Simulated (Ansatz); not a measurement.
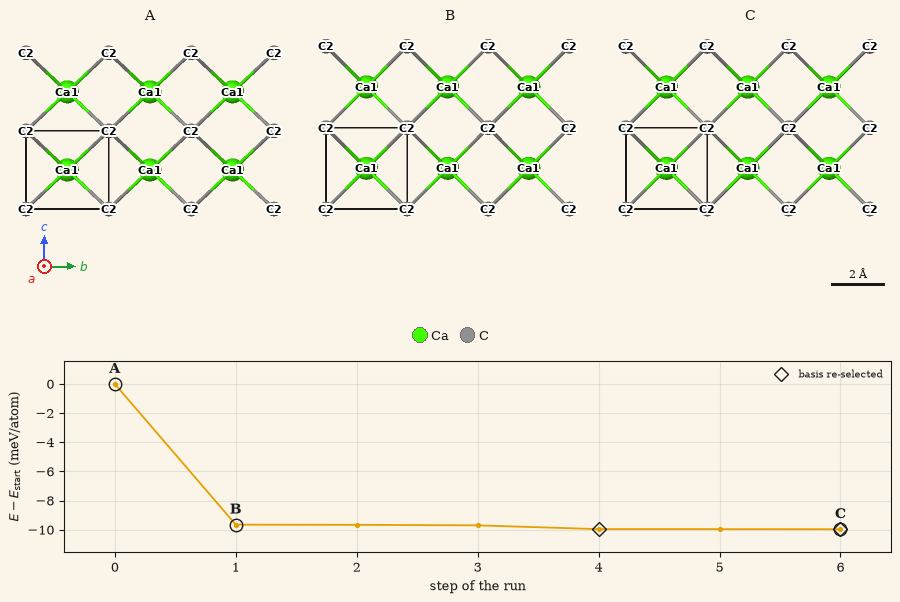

Frames of a relaxation of solid CaC (a generated structure, set up in P4/mmm), marked on the history of the run. The picture is a ball-and-stick view of the cell of the calculation, repeated 1 × 3 × 2 with one cell outlined, seen along the a axis.

Theory: DFT PBE, scalar-relativistic, plane waves, PAW (Ansatz 0.2.0). Settings: plane-wave cutoff 420 eV; k-point mesh 18 × 18 × 18; occupations gaussian; smearing width 0.1 eV; no spin polarisation; cell and atoms relaxed; force threshold 0.01 eV/Å; at most 80 steps.

Question: What happens along the run?

Answer: After 4 accepted moves (6 points after the start) the energy has fallen by 10.0 meV per atom. All forces vanish by symmetry, so only the cell relaxes. Pressure: 0.29 GPa at the start and 0.00 GPa at the end. At 2 points the geometry stayed and the basis and grid were re-selected for the new cell (energy shift of 0.3 meV per atom at most each time). No atom moves by more than 0.005 Å relative to the cell. Cell: a = b 3.174 → 3.120 Å (−1.7 %), c 2.998 → 3.120 Å (+4.1 %). Volume +0.5 %. Among the contacts that change: Ca1–Ca1 2.998 → 3.120 Å, Ca1–Ca1 (another image) 3.174 → 3.120 Å. The space group (tolerance 0.01 Å) goes from P4/mmm (No. 123) to Pm-3m (No. 221). The run took 26 s on 1 thread of AMD EPYC 9R45 96-Core Processor (Zen 5), on a shared host, peak memory 0.54 GiB. From step 0 to 1: volume +0.3 %, energy −9.6 meV per atom. From step 1 to 6: volume +0.2 %, energy −0.3 meV per atom.
